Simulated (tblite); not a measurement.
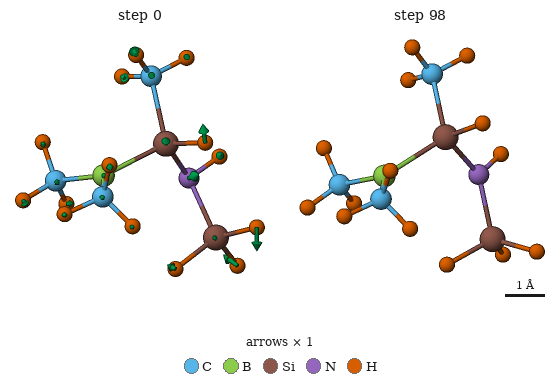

The structure of C3H14BNSi2 before (left) and after (right) a relaxation, at one scale. The green arrows give the displacements, at their true length.

Style: ball-and-stick. Shown at a tilt.

All numbers below come from GFN2-xTB geometry optimisation, gas phase in tblite 0.8.0. 

Q: Summarise the run.

A: After 98 geometry steps the energy has fallen by 13.4 kcal/mol. The atom that moves furthest after the best rigid fit is an H atom (0.66 Å). By element the largest moves are H 0.66 Å, N 0.55 Å, Si 0.28 Å, C 0.18 Å, B 0.10 Å. Some distances before and after: N–Si 1.798 → 1.723 Å, H–N 1.050 → 1.008 Å, N–Si 1.792 → 1.755 Å, C–Si 1.877 → 1.911 Å. Bond angles that change, for instance: Si–N–Si 107.7° → 129.2°, Si–N–H 106.9° → 114.1°, B–Si–H 110.1° → 116.7°. The run took 0.86 s on 1 thread of Arm Neoverse V1 (shared host).
